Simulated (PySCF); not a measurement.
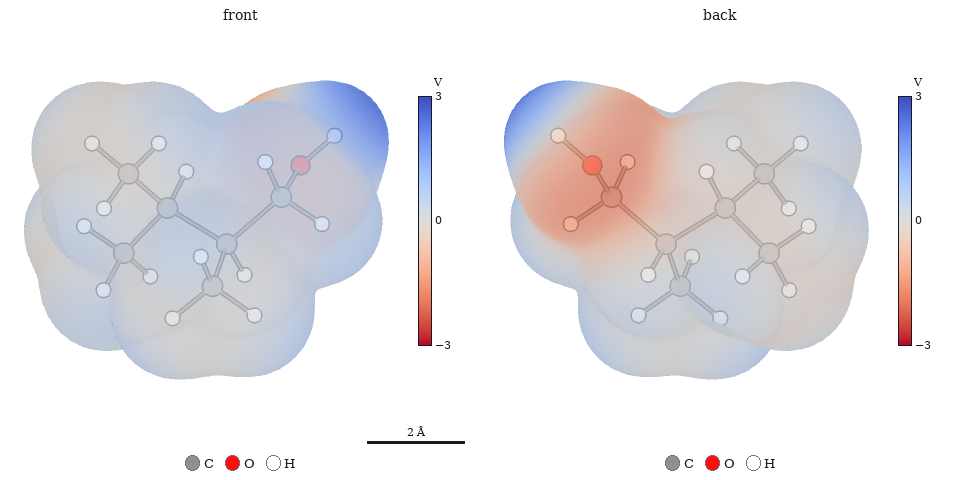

*C$_{6}$H$_{14}$O. The molecular electrostatic potential painted on the density surface at 0.002 e/bohr³, seen from the front and from behind; red is negative and blue positive.*

Geometry: GFN2-xTB.

Computed with PySCF 2.14.0, PBE0/pcSseg-1, SCF density, gas phase, non-relativistic.

| atom | x (Å) | y (Å) | z (Å) |
| --- | --- | --- | --- |
| C | -1.1692 | 0.8947 | 1.0364 |
| C | -0.7560 | 0.3309 | -0.3216 |
| C | -1.8650 | -0.5692 | -0.8634 |
| C | 0.5961 | -0.4098 | -0.2957 |
| C | 0.7351 | -1.4080 | 0.8503 |
| C | 1.7621 | 0.5838 | -0.2602 |
| O | 1.7333 | 1.3706 | -1.4330 |
| H | -0.3762 | 1.4947 | 1.4752 |
| H | -2.0441 | 1.5305 | 0.9177 |
| H | -1.4238 | 0.0951 | 1.7281 |
| H | -0.6291 | 1.1652 | -1.0189 |
| H | -1.6074 | -0.9469 | -1.8502 |
| H | -2.0362 | -1.4167 | -0.2032 |
| H | -2.7953 | -0.0110 | -0.9435 |
| H | 0.6815 | -0.9501 | -1.2447 |
| H | -0.1072 | -2.0935 | 0.8663 |
| H | 1.6447 | -1.9930 | 0.7297 |
| H | 0.7868 | -0.8956 | 1.8077 |
| H | 2.7088 | 0.0262 | -0.2013 |
| H | 1.6896 | 1.2218 | 0.6320 |
| H | 2.4628 | 1.9972 | -1.4084 |

Where is the surface potential most negative and most positive?

The most negative region (about −1.7 V) lies over O7, the most positive (about +2.2 V) over H21. O7 is the likeliest acceptor of a hydrogen bond.

How polar is the molecule by this calculation?

Its dipole moment is 1.51 D.
